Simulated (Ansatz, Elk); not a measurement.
# Bonding as seen by X-rays: ZnSnPb2

The structure of ZnSnPb2 used here is made up (a known structure type with other elements) and was relaxed beforehand with PBE. The aim is the Fourier transform of its all-electron density, F(hkl), set beside the sum over free spherical atoms that refinements use.

Program: Elk 11.2.3 (patched build). Level of theory: DFT, PBE, all-electron APW+lo, Dirac cores, scalar-relativistic bands, static density, no spin. Results are calculated unless marked as measured.

The structure was built from a prototype and need not be the compound's stable phase.

### 1. Starting point

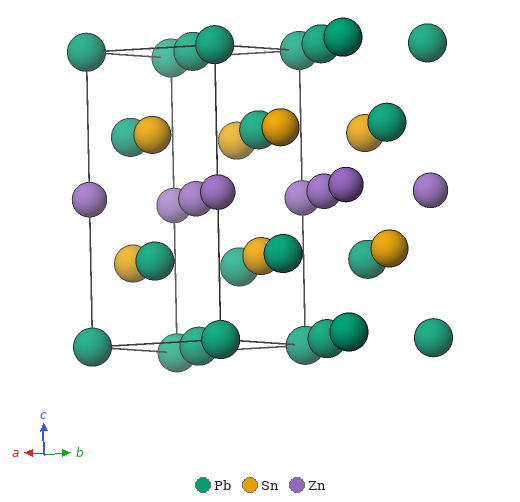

The cell as given, from a free direction (lead teal, tin orange, zinc purple). 1×2×1 cells are drawn. Some periodic images of atoms are drawn too.

Coordinates:

```cif
data_structure
_symmetry_space_group_name_H-M 'P 1'
_symmetry_Int_Tables_number 1
_cell_length_a 4.8380
_cell_length_b 4.8380
_cell_length_c 9.3023
_cell_angle_alpha 90.000
_cell_angle_beta 90.000
_cell_angle_gamma 90.000
_cell_volume 217.73
loop_
_atom_site_label
_atom_site_type_symbol
_atom_site_fract_x
_atom_site_fract_y
_atom_site_fract_z
_atom_site_occupancy
Pb1 Pb 0.50000 0.00000 0.72110 1
Pb2 Pb 0.00000 0.50000 0.27890 1
Pb3 Pb 0.00000 0.00000 0.00000 1
Pb4 Pb 0.50000 0.50000 0.00000 1
Sn5 Sn 0.50000 0.00000 0.29296 1
Sn6 Sn 0.00000 0.50000 0.70704 1
Zn7 Zn 0.00000 0.00000 0.50000 1
Zn8 Zn 0.50000 0.50000 0.50000 1
```

### 2. Ground state and structure factors

An all-electron density is needed, since X-rays see the cores too. Task 0 finds the density and task 195 Fourier-transforms it; tshift is off so that phases refer to the origin typed.

Contents of elk.in:

```
tasks
  0
  195

xctype
  20

spinpol
  .false.

rgkmax
  7.0

gmaxvr
  14.0

lmaxo
  7

lmaxapw
  8

swidth
  0.002

tshift
  .false.

ramdisk
  .false.

hmaxvr
  5.5

maxscl
  120

epspot
  1e-06

sppath
  './'

avec
  9.14241994012 0.00000000000 0.00000000000
  0.00000000000 9.14241994012 0.00000000000
  0.00000000000 0.00000000000 17.57870596463

atoms
  3
  'Pb.in'
  4
  0.5000000000 0.0000000000 0.7210974431   0.000000 0.000000 0.000000
  -0.0000000000 0.5000000000 0.2789025569   0.000000 0.000000 0.000000
  0.0000000000 0.0000000000 0.0000000000   0.000000 0.000000 0.000000
  0.5000000000 0.5000000000 -0.0000000000   0.000000 0.000000 0.000000
  'Sn.in'
  2
  0.5000000000 -0.0000000000 0.2929626159   0.000000 0.000000 0.000000
  -0.0000000000 0.5000000000 0.7070373841   0.000000 0.000000 0.000000
  'Zn.in'
  2
  0.0000000000 0.0000000000 0.5000000000   0.000000 0.000000 0.000000
  0.5000000000 0.5000000000 0.5000000000   0.000000 0.000000 0.000000

ngridk
  5 5 3
```

The run is started by

```console
$ OMP_NUM_THREADS=4 elk
```

Numbers of over 12 decimals in the logs are rounded to 6 here.

The program printed:

```text
┌─────────────────────────┐
│ Elk code version 11.2.3 │
└─────────────────────────┘

All units are atomic (Hartree, Bohr, etc.)

┌─────────────────────────────────────────────────┐
│ Ground-state run starting from atomic densities │
└─────────────────────────────────────────────────┘

Lattice vectors :
   9.142419940       0.000000000       0.000000000
   0.000000000       9.142419940       0.000000000
   0.000000000       0.000000000       17.57870596

Reciprocal lattice vectors :
  0.6872562569       0.000000000       0.000000000
   0.000000000      0.6872562569       0.000000000
   0.000000000       0.000000000      0.3574316175

Unit cell volume      :    1469.295788
Brillouin zone volume :   0.1688225172

Muffin-tin inner radius fraction :   0.1000000000E-01

Nuclei treated as point charges

Species : 1 (Pb)
 parameters loaded from : Pb.in
 name : lead
 nuclear charge    :   -82.00000000
 electronic charge :    82.00000000
 atomic mass :    377702.4943
 muffin-tin radius :    2.800000000
 number of radial points in muffin-tin :   1393
 inner part over the whole radius :   0.9993555083E-02
 number on inner part of muffin-tin    :   1001
 approximate nuclear radius :   0.1047603524E-03
 number of mesh points to nuclear radius :    525
 atomic positions (lattice), magnetic fields (Cartesian) :
  1 :   0.50000000  0.00000000 -0.27890256    0.00000000  0.00000000  0.00000000
  2 :   0.00000000  0.50000000  0.27890256    0.00000000  0.00000000  0.00000000
  3 :   0.00000000  0.00000000  0.00000000    0.00000000  0.00000000  0.00000000
  4 :   0.50000000  0.50000000  0.00000000    0.00000000  0.00000000  0.00000000

Species : 2 (Sn)
 parameters loaded from : Sn.in
 name : tin
 nuclear charge    :   -50.00000000
 electronic charge :    50.00000000
 atomic mass :    216395.0922
 muffin-tin radius :    2.600000000
 number of radial points in muffin-tin :   1193
 inner part over the whole radius :   0.9914297220E-02
 number on inner part of muffin-tin    :    850
 approximate nuclear radius :   0.8828114845E-04
 number of mesh points to nuclear radius :    428
 atomic positions (lattice), magnetic fields (Cartesian) :
  1 :   0.50000000  0.00000000  0.29296262    0.00000000  0.00000000  0.00000000
  2 :   0.00000000  0.50000000 -0.29296262    0.00000000  0.00000000  0.00000000

Species : 3 (Zn)
 parameters loaded from : Zn.in
 name : zinc
 nuclear charge    :   -30.00000000
 electronic charge :    30.00000000
 atomic mass :    119233.3130
 muffin-tin radius :    2.400000000
 number of radial points in muffin-tin :    993
 inner part over the whole radius :   0.9843840322E-02
 number on inner part of muffin-tin    :    701
 approximate nuclear radius :   0.7484757725E-04
 number of mesh points to nuclear radius :    337
 atomic positions (lattice), magnetic fields (Cartesian) :
  1 :   0.00000000  0.00000000  0.50000000    0.00000000  0.00000000  0.00000000
  2 :   0.50000000  0.50000000  0.50000000    0.00000000  0.00000000  0.00000000

Total number of atoms per unit cell :    8
Total muffin-tin volume :    630.8653152
 ratio of muffin-tin to unit cell volume :   0.4293657684

Spin treatment :
 spin-unpolarised

Number of Bravais lattice symmetries :   16
Number of crystal symmetries         :   16
Crystal has no inversion symmetry
Complex Hermitian eigensolver will be used

k-point grid :      5     5     3
k-point offset :    0.000000000       0.000000000       0.000000000
k-point set is reduced with full crystal symmetry group
Total number of k-points :       12

Muffin-tin radius times maximum |G+k| :    7.000000000
 using average radius
Maximum |G+k| for APW functions       :    2.641509434
Maximum (1/2)|G+k|²                   :    3.488786045
Maximum |G| for potential and density :    14.00000000
Constant for pseudocharge density :   10
 order of it for each species :   17  17  17
 order of it for pair densities of each species (exact exchange by exxq0 0: 18) :   11   9   7
Radial integration step length :    1

[...]
electron entropic           :    -0.14687905105015E-02
 total energy                :     -99666.917363316

Density of states at Fermi energy :    118.1987816
 (states/Hartree/unit cell)

Estimated indirect band gap :   0.5306238026E-03
 from k-point 10 to k-point 3
Estimated direct band gap   :   0.1037293630E-01
 at k-point 3

Charges :
 core                        :    356.0000000
 valence                     :    132.0000000
 interstitial                :    13.57726772
 muffin-tins (core leakage)
  species : 1 (Pb)
[...]
species : 2 (Sn)
[...]
species : 3 (Zn)
[...]
total in muffin-tins        :    474.4227323
 total calculated charge     :    487.9944644
 total charge                :    488.0000000
 error                       :   0.5535598295E-02

RMS change in Kohn-Sham potential (target) :   0.1376966804     (  0.1000000000E-05)
Absolute change in total energy (target)   :   0.1666973323     (  0.1000000000E-03)

[... loops 3 to 15 left out ...]

┌──────────────────┐
│ Loop number : 16 │
└──────────────────┘

Energies :
 Fermi                       :     0.211019
 sum of occupied eigenvalues :     -61305.644747282
 electron kinetic            :      114148.93322793
 core electron kinetic       :      112729.51246065
 Coulomb                     :     -211778.57858037
 Coulomb potential           :     -172793.13971933
 nuclear-nuclear             :     -8033.1229444263
 electron-nuclear            :     -234842.86275063
 Hartree                     :      31097.407114687
 Madelung                    :     -125382.00872070
 xc potential                :     -2661.4382558758
 exchange                    :     -2006.8128066480
 correlation                 :     -28.501330252030
 electron entropic           :    -0.13653736405419E-02
 total energy                :     -99664.960854718

Density of states at Fermi energy :    106.8683790
 (states/Hartree/unit cell)

Estimated indirect band gap :   0.7276126332E-03
 from k-point 4 to k-point 6
Estimated direct band gap   :   0.9294402548E-02
 at k-point 9

Charges :
 core                        :    356.0000000
 valence                     :    132.0000000
 interstitial                :    13.20853715
 muffin-tins (core leakage)
  species : 1 (Pb)
[...]
species : 2 (Sn)
[...]
species : 3 (Zn)
[...]
total in muffin-tins        :    474.7914628
 total calculated charge     :    487.9946789
 total charge                :    488.0000000
 error                       :   0.5321069948E-02

RMS change in Kohn-Sham potential (target) :   0.1452682015E-06 (  0.1000000000E-05)
Absolute change in total energy (target)   :   0.8917419473E-04 (  0.1000000000E-03)

Convergence targets achieved

┌──────────────────┐
│ Loop number : 17 │
└──────────────────┘

Energies :
 Fermi                       :     0.211019
 sum of occupied eigenvalues :     -61305.644696976
 electron kinetic            :      114148.93328628
 core electron kinetic       :      112729.51250340
 Coulomb                     :     -211778.57858195
 Coulomb potential           :     -172793.13973703
 nuclear-nuclear             :     -8033.1229444263
 electron-nuclear            :     -234842.86273497
 Hartree                     :      31097.407097444
 Madelung                    :     -125382.00871344
 xc potential                :     -2661.4382462303
 exchange                    :     -2006.8128065156
 correlation                 :     -28.501330237216
 electron entropic           :    -0.13653735234096E-02
 total energy                :     -99664.960797798

Density of states at Fermi energy :    106.8683652
 (states/Hartree/unit cell)

Estimated indirect band gap :   0.7276128098E-03
 from k-point 4 to k-point 6
Estimated direct band gap   :   0.9294404458E-02
 at k-point 9

Charges :
 core                        :    356.0000000
 valence                     :    132.0000000
 interstitial                :    13.20853698
 muffin-tins (core leakage)
  species : 1 (Pb)
[...]
species : 2 (Sn)
[...]
atom 2                    :    48.02012524     (  0.6545987913E-04)
  species : 3 (Zn)
   atom 1                    :    28.76719531     (  0.7987086637E-04)
   atom 2                    :    28.76719531     (  0.7987086637E-04)
 total in muffin-tins        :    474.7914630
 total calculated charge     :    487.9946789
 total charge                :    488.0000000
 error                       :   0.5321069529E-02

┌──────────────────────────────┐
│ Self-consistent loop stopped │
└──────────────────────────────┘

Warning : the lowest level lies among the core levels :   -2.918712077      -2.564560185

Warning : core states of species 1 leak from the muffin-tin :   0.1179174330E-02

Wrote STATE.OUT
```

Elapsed: 58 s, on 4 threads of INTEL XEON PLATINUM 8581C at 2.30GHz (Emerald Rapids), shared host; peak memory 0.41 GiB.

SFACRHO.OUT:

```text

h k l indices transformed by vhmat matrix:
   1.000000000       0.000000000       0.000000000    
   0.000000000       1.000000000       0.000000000    
   0.000000000       0.000000000       1.000000000    

      h      k      l  multipl.   |H|            Re(F)            Im(F)           |F|

      0      0      0      1   0.0000000       488.00000      0.20752133E-15   488.00000    
      0      0     -1      2  0.35743162       47.303818      0.36134146E-14   47.303818    
      0     -1      0      4  0.68725626       0.0000000     -0.27022389E-13  0.27022389E-13
      0      0      2      2  0.71486324      -13.482908     -0.16311668E-12   13.482908    
      0     -1     -1      4  0.77464735      0.25488219E-13   62.494361       62.494361    
     -1      0     -1      4  0.77464735       0.0000000      -62.494361       62.494361    
     -1      1      0      4  0.97192712      -34.727588     -0.29963598E-14   34.727588    
      1      0      2      4  0.99164036       0.0000000      -7.7404575       7.7404575    
      1      0     -2      4  0.99164036      0.50976438E-14   7.7404575       7.7404575    
     -1     -1      1      8   1.0355673       143.81422      0.30464525E-13   143.81422    
      0      0     -3      2   1.0722949       231.08984     -0.14572330E-12   231.08984    
     -1      1     -2      8   1.2065122       395.26066     -0.10786038E-12   395.26066    
      0     -1      3      4   1.2736316     -0.40781150E-13   63.771996       63.771996    
      0      1     -3      4   1.2736316     -0.40781150E-13  -63.771996       63.771996    
      0     -2      0      4   1.3745125       403.01073      0.49401576E-13   403.01073    
      0     -2     -1      4   1.4202260       43.784602      0.37995477E-14   43.784602    
      0     -2      1      4   1.4202260       43.784602     -0.10265915E-13   43.784602    
      0      0     -4      2   1.4297265       322.74292     -0.16061329E-12   322.74292
```

Elk indexes on the primitive cell of elk.in and gives |H| = 4π sin θ/λ in inverse bohr. Below, one row stands for each form hkl of the conventional cell (m members, Friedel mates merged), F is for one primitive cell and the density is static (no thermal factor). Free-atom factors are Waasmaier and Kirfel's, and R is Σm||F|−|F'||/Σm|F|.

| hkl | m | sin θ/λ (Å⁻¹) | abs F, DFT | neutral atoms | diff. | abs of complex diff. |
| --- | --- | --- | --- | --- | --- | --- |
| 001 | 2 | 0.054 | 47.304 | 47.380 | -0.076 | 0.076 |
| 100 | 4 | 0.103 | 0.000 | 0.000 | +0.000 | 0.000 |
| 002 | 2 | 0.107 | 13.483 | 13.370 | +0.112 | 0.112 |
| 101 | 8 | 0.117 | 62.494 | 62.729 | -0.234 | 0.234 |
| 110 | 4 | 0.146 | 34.728 | 34.573 | +0.155 | 0.155 |
| 102 | 8 | 0.149 | 7.740 | 7.797 | -0.056 | 0.056 |
| 111 | 8 | 0.156 | 143.814 | 143.878 | -0.064 | 0.064 |
| 003 | 2 | 0.161 | 231.090 | 231.137 | -0.047 | 0.047 |
| 112 | 8 | 0.181 | 395.261 | 395.890 | -0.629 | 0.629 |
| 103 | 8 | 0.192 | 63.772 | 63.843 | -0.071 | 0.071 |
| 200 | 4 | 0.207 | 403.011 | 403.852 | -0.841 | 0.841 |
| 201 | 8 | 0.214 | 43.785 | 43.491 | +0.293 | 0.293 |
| 004 | 2 | 0.215 | 322.743 | 323.432 | -0.689 | 0.689 |
| 113 | 8 | 0.218 | 38.129 | 38.560 | -0.431 | 0.431 |
| 210 | 8 | 0.231 | 0.000 | 0.000 | +0.000 | 0.000 |
| 202 | 8 | 0.233 | 11.307 | 10.981 | +0.326 | 0.326 |
| 211 | 16 | 0.237 | 57.326 | 57.301 | +0.025 | 0.025 |
| 104 | 8 | 0.239 | 21.096 | 21.052 | +0.044 | 0.044 |

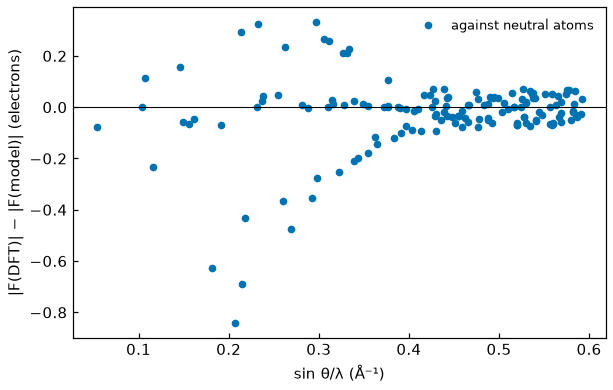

Difference between the calculated structure factors and the independent-atom ones.

### 3. The highest occupied states alone

An energy window below the Fermi level keeps the highest occupied states, to see at which angles they scatter; shallow core shells can lie inside it and anion s states outside. No new self-consistency is needed.

elk.in, as its differences from that of step 2:

```diff
@@ -1,3 +1,2 @@
 tasks
-  0
   195
@@ -40,2 +39,5 @@
 
+wsfac
+  -0.340220 0.511020
+
 sppath
```

The run is started by

```console
$ OMP_NUM_THREADS=4 elk
```

The program printed:

```text
┌─────────────────────────────────┐
│ Elk code version 11.2.3 started │
└─────────────────────────────────┘

Info(readinput): the functional depends on the density's gradient
 muffin-tin radial points multiplied by    2.00000
 (not where nrmtscf is given)

┌────────────────────┐
│ Current task : 195 │
└────────────────────┘

Info(sfacrho): density structure factors written to SFACRHO.OUT

 Energy window :  -0.3402200000      0.5110200000

┌──────────────────┐
│ Elk code stopped │
└──────────────────┘
```

Wall time 23 s (4 threads); peak memory 0.27 GiB; 26 s of CPU time.

States within 15 eV below the Fermi level hold 48.00 electrons; any levels below the window count with the cores. Their amplitudes can exceed the total, where window and core parts have opposite phase:

| hkl | sin θ/λ (Å⁻¹) | abs F, window | abs F, all |
| --- | --- | --- | --- |
| 001 | 0.054 | 19.213 | 47.304 |
| 100 | 0.103 | 0.000 | 0.000 |
| 002 | 0.107 | 17.162 | 13.483 |
| 101 | 0.117 | 0.030 | 62.494 |
| 110 | 0.146 | 15.979 | 34.728 |
| 102 | 0.149 | 0.268 | 7.740 |
| 111 | 0.156 | 15.143 | 143.814 |
| 003 | 0.161 | 13.970 | 231.090 |
| 112 | 0.181 | 18.155 | 395.261 |
| 103 | 0.192 | 0.150 | 63.772 |

### 4. Another functional

The difference from free atoms is small, so it is set against the change that LDA (Perdew-Wang) makes.

elk.in, as its differences from that of step 3:

```diff
@@ -1,2 +1,3 @@
 tasks
+  0
   195
@@ -4,3 +5,3 @@
 xctype
-  20
+  3
 
@@ -39,5 +40,2 @@
 
-wsfac
-  -0.340220 0.511020
-
 sppath
```

The run is started by

```console
$ OMP_NUM_THREADS=4 elk
```

The program printed:

```text
┌─────────────────────────┐
│ Elk code version 11.2.3 │
└─────────────────────────┘

All units are atomic (Hartree, Bohr, etc.)

┌─────────────────────────────────────────────────┐
│ Ground-state run starting from atomic densities │
└─────────────────────────────────────────────────┘

Lattice vectors :
   9.142419940       0.000000000       0.000000000
   0.000000000       9.142419940       0.000000000
   0.000000000       0.000000000       17.57870596

Reciprocal lattice vectors :
  0.6872562569       0.000000000       0.000000000
[...]
species : 3 (Zn)
   atom 1                    :    28.78738165     (  0.8021467424E-04)
   atom 2                    :    28.78738165     (  0.8021467424E-04)
 total in muffin-tins        :    474.9390482
 total calculated charge     :    487.9946362
 total charge                :    488.0000000
 error                       :   0.5363810800E-02

┌──────────────────────────────┐
│ Self-consistent loop stopped │
└──────────────────────────────┘

Warning : the lowest level lies among the core levels :   -2.918967953      -2.571147959

Warning : core states of species 1 leak from the muffin-tin :   0.1188924585E-02

Wrote STATE.OUT
[key lines of the parts left out:]
total energy                :     -99603.944665392
```

The job ended after 35 s (4 threads; peak memory 0.3 GiB; 89 s of CPU time).

Against the first run R = 0.02 %; the largest change is -0.112 at 220.

### 5. A coarser k-mesh

About half the k-points along each axis test the sampling.

elk.in, as its differences from that of step 4:

```diff
@@ -5,3 +5,3 @@
 xctype
-  3
+  20
 
@@ -66,2 +66,2 @@
 ngridk
-  5 5 3
+  2 2 2
```

The run is started by

```console
$ OMP_NUM_THREADS=4 elk
```

The program printed:

```text
┌─────────────────────────┐
│ Elk code version 11.2.3 │
└─────────────────────────┘

All units are atomic (Hartree, Bohr, etc.)

┌─────────────────────────────────────────────────┐
│ Ground-state run starting from atomic densities │
└─────────────────────────────────────────────────┘

Lattice vectors :
   9.142419940       0.000000000       0.000000000
   0.000000000       9.142419940       0.000000000
   0.000000000       0.000000000       17.57870596

Reciprocal lattice vectors :
  0.6872562569       0.000000000       0.000000000
[...]
species : 3 (Zn)
   atom 1                    :    28.78267054     (  0.7993973987E-04)
   atom 2                    :    28.78267054     (  0.7993973987E-04)
 total in muffin-tins        :    474.7777602
 total calculated charge     :    487.9946758
 total charge                :    488.0000000
 error                       :   0.5324219111E-02

┌──────────────────────────────┐
│ Self-consistent loop stopped │
└──────────────────────────────┘

Warning : the lowest level lies among the core levels :   -2.920988440      -2.566080275

Warning : core states of species 1 leak from the muffin-tin :   0.1177781641E-02

Wrote STATE.OUT
[key lines of the parts left out:]
total energy                :     -99664.918061447
```

It took 46 s on 4 threads; peak memory 0.4 GiB.

Against the first run R = 0.01 %; the largest change is -0.190 at 200.

### 6. Settings against the effect

| run | R against the first run (%) | R against neutral atoms, low angle (%) | wall time |
| --- | --- | --- | --- |
| PBE, rgkmax 7 | 0.00 | 0.20 | 58 s |
| LDA (Perdew-Wang) | 0.02 | 0.21 | 35 s |
| k-mesh 2×2×2 | 0.01 | 0.20 | 46 s |

### 7. Results

```yaml
r_against_neutral_atoms_sin_theta_lambda_0p3_a_minus1: 0.20 %
r_against_neutral_atoms_0p3_to_0p59_a_minus1: 0.06 %
```

Independent neutral atoms miss the calculated amplitudes by R = 0.20 % below 0.3 Å⁻¹ and 0.06 % from there to 0.59 Å⁻¹; by shells, 0.40 % below 0.15 Å⁻¹ (5 forms), 0.19 % 0.15 to 0.3 (20 forms), 0.09 % 0.3 to 0.45 (45 forms), 0.05 % above 0.45 (71 forms). Bonding, aspherical density and the tables' own atoms all enter these figures, and the runs don't part them. The largest change of an amplitude is -0.84 electrons, at 200. The window's part falls from 48.0 electrons at the origin to at most 6.46 between 0.45 and 0.59 Å⁻¹, where compact states inside the window still scatter. Below 0.3 Å⁻¹ the changes that finished (LDA (Perdew-Wang) and k-mesh 2×2×2) move F by R = 0.03 % at most, against the 0.20 % that separates it from free atoms. The basis has no finished test. Spin-orbit coupling is left out, which can matter for elements this heavy. Part of the difference isn't bonding: the tables are fits to free atoms and ions calculated by other methods than this functional. Thermal motion, anomalous dispersion and extinction are left out.

[Logs are printed without paths, hosts, clocks, repeated set-up lines and the standing remarks that a program may print on its own settings, such as how far it seeks lower states.]

[Hosts, paths, dates, database ids (printed as entryN), source tags and the programs' standing remarks are cut or masked in the printed files.]
